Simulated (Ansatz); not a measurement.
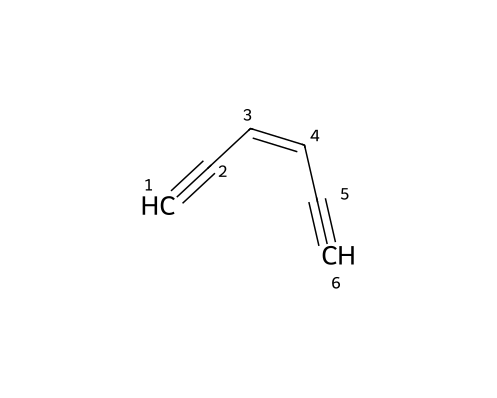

A structural formula, with wedges where it has stereocentres; small numbers name the atoms. The configuration is that of a computed structure (PBE0-D4/def2-TZVP).

Assign CIP descriptors.

C3=C4: Z.
